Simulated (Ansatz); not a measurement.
# H$_{6}$OSi$_{3}$ (SMILES [SiH]O[SiH2][SiH3]): what the fields show

Input file:

```
crystal:
  periodic: [false, false, false]
  atoms:
    - {symbol: O, position_ang: [0.478113, 0.576443, 1.424344]}
    - {symbol: Si, position_ang: [-2.022744, 0.185202, -0.659686]}
    - {symbol: Si, position_ang: [0.970734, 1.759778, 2.497130]}
    - {symbol: Si, position_ang: [-0.706643, -0.582739, 1.128649]}
    - {symbol: H, position_ang: [-2.640436, 1.494805, -0.293597]}
    - {symbol: H, position_ang: [-3.109297, -0.793149, -0.965331]}
    - {symbol: H, position_ang: [-1.180506, 0.373748, -1.876864]}
    - {symbol: H, position_ang: [-0.152947, 1.564224, 3.556929]}
    - {symbol: H, position_ang: [-1.534063, -0.782928, 2.357451]}
    - {symbol: H, position_ang: [-0.029840, -1.866512, 0.788147]}
basis:
  gaussian:
    orbitals: def2-TZVPD
total_charge: 0
hamiltonian:
  xc: {name: PBE0}
output: {forces: true, orbitals: {seedname: orbitals}}
```

Launched as:

```sh
ansatz run input.yaml --threads 2 --pin off --max-ram 4350MiB --events-out events.jsonl --progress --plain --runs-dir runs
```

Geometry: B3LYP-D3(BJ)/def2-SVP.

Theory: isolated molecule in a Gaussian basis; Kohn-Sham density functional theory, functional PBE0 (Ansatz 0.2.0).

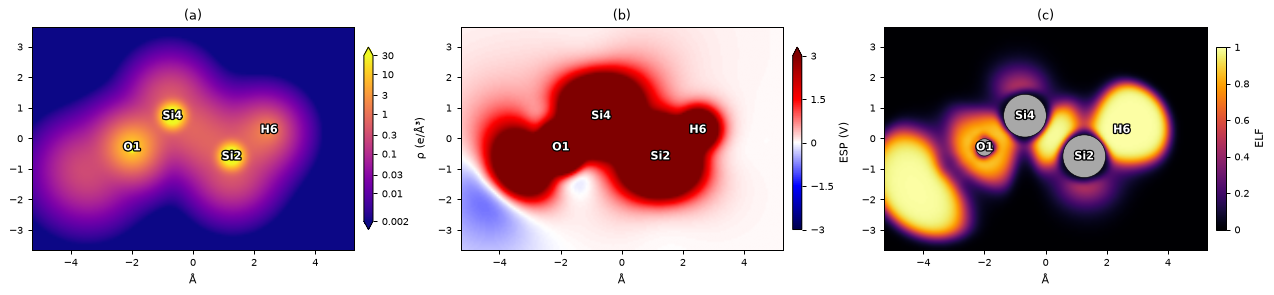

Figure 1. (a) electron density; (b) electrostatic potential; (c) ELF on the plane of atoms O1, Si4 and Si2. Grey discs cover the atomic cores in the ELF map.

### Interpret the plot.

- The section cuts through O, Si and H sites.
- Si–O (1.68 Å): the density is about 1.1 e/Å³ at the midpoint; the ELF peaks at about 0.85 between the atoms: a polar covalent bond.
- Si–Si (2.35 Å): the density is about 0.64 e/Å³ at the midpoint; the ELF peaks at about 1 between the atoms; a shared electron pair.
- Si–H (1.49 Å): ρ is about 0.78 e/Å³ halfway; the ELF climbs to about 1 towards the hydrogen, as it does in any bond to H.
- The ELF also peaks beside O1, away from the bonds: lone-pair regions.
- Outside the dense part of the molecule the potential is most negative (−0.8 V) near Si3, which lies off the plane.

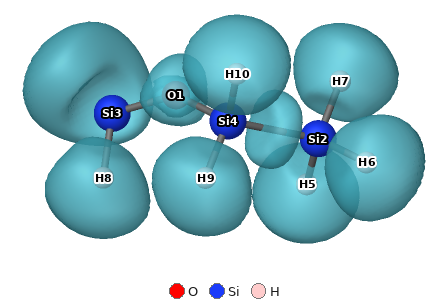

Figure 2. Isosurface of the ELF at 0.8 (cyan), seen from one side. Only the valence region is drawn (cores and ρ < 0.01 e/Å³ removed).

### Identify the bonds, lone pairs and shells in this picture.

At this value the surface marks out one region between bonded Si–Si atoms (shared pairs), six regions around hydrogen nuclei, one lobe on Si, pointing away from the bonds (lone pairs) and one region wrapped around O (its lone pairs, merged into a ring or cap).


Si–O (1.67 Å): the ELF peaks at about 0.85 between the atoms (a shared but strongly polarised pair).

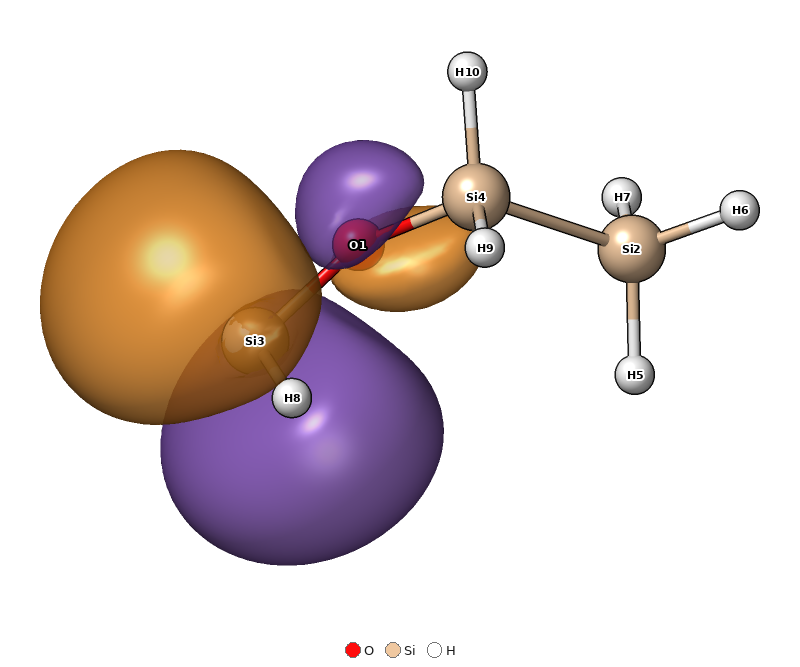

Figure 3. One frontier orbital at ±0.06 Å⁻³ᐟ² (orange and purple are the two phases), seen at a tilt.

### Which orbital is it: HOMO or LUMO?

The LUMO, at −2.30 eV. By Hirshfeld shares it lies mainly on Si3 (about 85 %) and O1 (about 10 %).
